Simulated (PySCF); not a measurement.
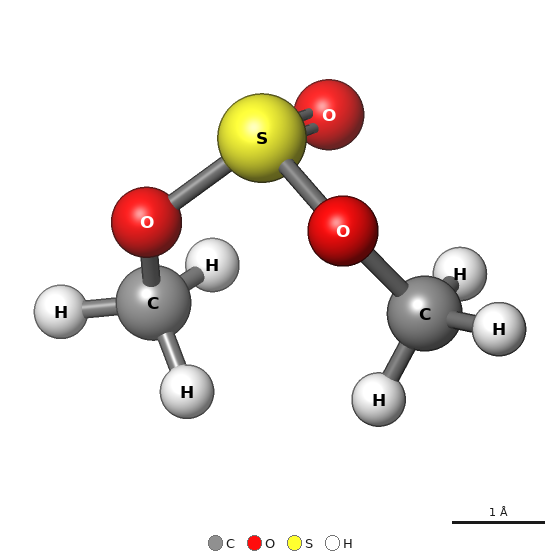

Ball-and-stick drawing of a structure.

The geometry was computed by an optimisation with PBE0-D3(BJ)/def2-TZVP. No frequency run is at hand to confirm it as a minimum.

Question: What is the molecular formula?

Answer: C₂H₆O₃S, 12 atoms: 2 carbon, 6 hydrogen, 3 oxygen and 1 sulfur.

Question: Which point group does it belong to?

Answer: Cs.

More results for the same structure follow; atom numbers are the same in all pictures, views and colours differ.

Shape

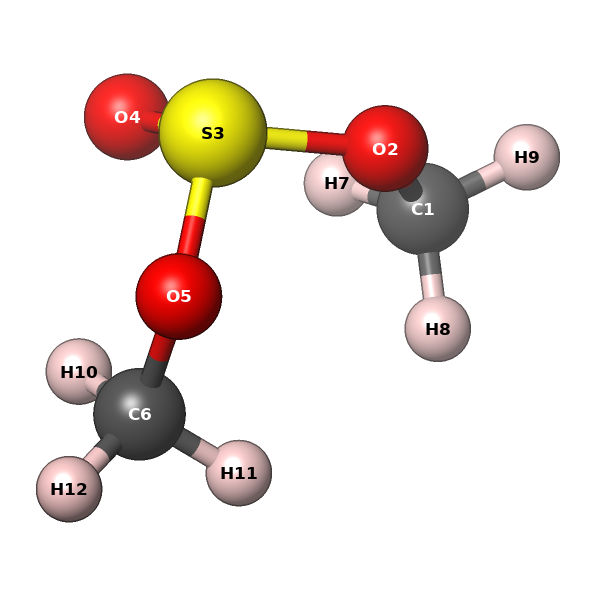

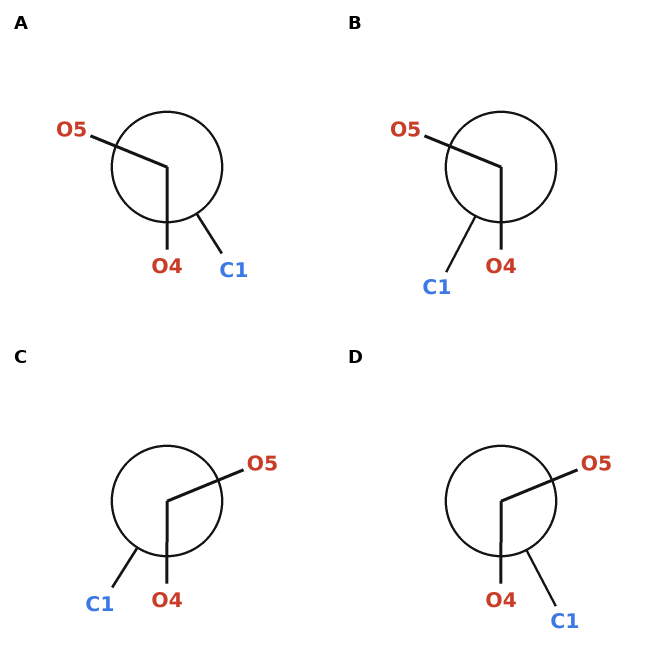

Distant atoms are faded towards the background colour. Bonds that would overlap in a projection are set slightly apart. No frequency run is at hand to confirm it as a minimum.

Question: Which Newman projection shows the view along S3–O2, with S3 in front?

Answer: D. The torsion angle O5–S3–O2–C1 is 85°, about perpendicular.

Electronic properties

No frequency run is at hand to confirm it as a minimum. Method: ωB97X-D/aug-cc-pVTZ, gas phase (PySCF 2.14.0). Excitations: vertical, linear response.

What does the calculation give?

- dipole moment: 2.58 D
- HOMO energy (Kohn–Sham orbital): −10.00 eV
- LUMO energy (Kohn–Sham orbital): 0.78 eV
- HOMO–LUMO gap: 10.78 eV
- mean static polarisability: 57.7 bohr³
- lowest vertical singlet excitation: 7.17 eV
- its oscillator strength: 0.051

Core levels

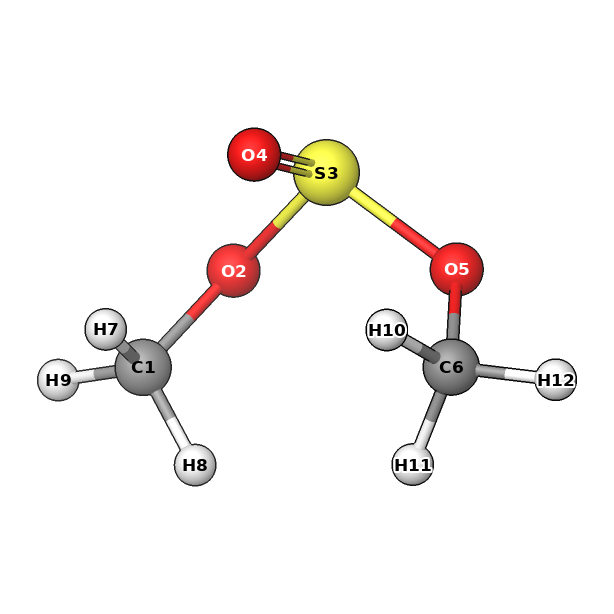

No frequency run is at hand to confirm it as a minimum. Level of theory: delta-SCF UKS SCAN, pcX-3 on the ionised atom, pcseg-2 elsewhere, spin-free X2C (PySCF 2.14.0).

Give the core-electron binding energies (to vacuum; p and d levels without spin–orbit splitting) of C1 1s, O2 1s, S3 1s, S3 2p, O4 1s.

| atom | level | binding energy (eV) |
| --- | --- | --- |
| C1 | 1s | 292.6 |
| O2 | 1s | 539.0 |
| S3 | 1s | 2482.1 |
| S3 | 2p | 173.9 |
| O4 | 1s | 537.6 |

NMR shielding

The questions are on isotropic NMR shieldings of the O atoms. No frequency run is at hand to confirm it as a minimum. Level of theory: GIAO PBE0/pcSseg-2 NMR shielding, non-relativistic, gas phase (PySCF 2.14.0).

Give the isotropic NMR shieldings of the O atoms atom by atom.

```csv
atom,σ (ppm)
O2,162.8
O4,122.1
O5,162.3
```
